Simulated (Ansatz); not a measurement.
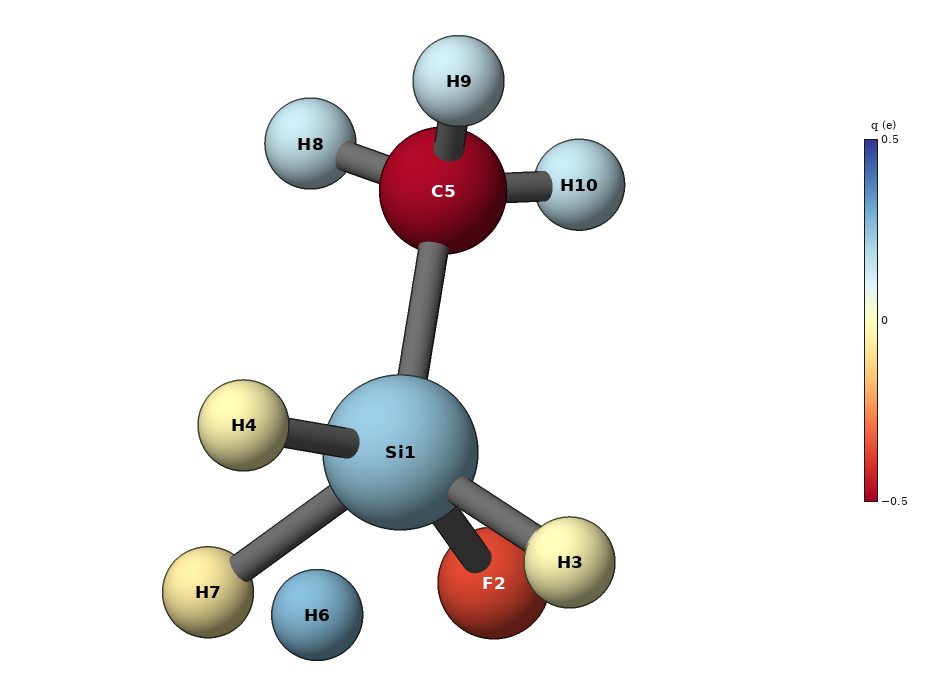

Atoms are coloured by their Mulliken charges. The computed structure is the end point of a PBE0-D4/def2-TZVP saddle-point search. Properties computed with RKS PBE0-D4/def2-TZVP (Ansatz 0.2.0).

### Which atom carries the highest charge (most positive or least negative)?

H6 (0.27 e).

### And the lowest?

C5 (−0.48 e).

List the Mulliken charges.

```json
{"atom": "Si1", "value (e)": "0.23"}
{"atom": "F2", "value (e)": "−0.36"}
{"atom": "H3", "value (e)": "−0.02"}
{"atom": "H4", "value (e)": "−0.03"}
{"atom": "C5", "value (e)": "−0.48"}
{"atom": "H6", "value (e)": "0.27"}
{"atom": "H7", "value (e)": "−0.06"}
{"atom": "H8", "value (e)": "0.15"}
{"atom": "H9", "value (e)": "0.14"}
{"atom": "H10", "value (e)": "0.16"}
```

Mulliken values depend strongly on the basis set and can even reverse the polarity of a bond.
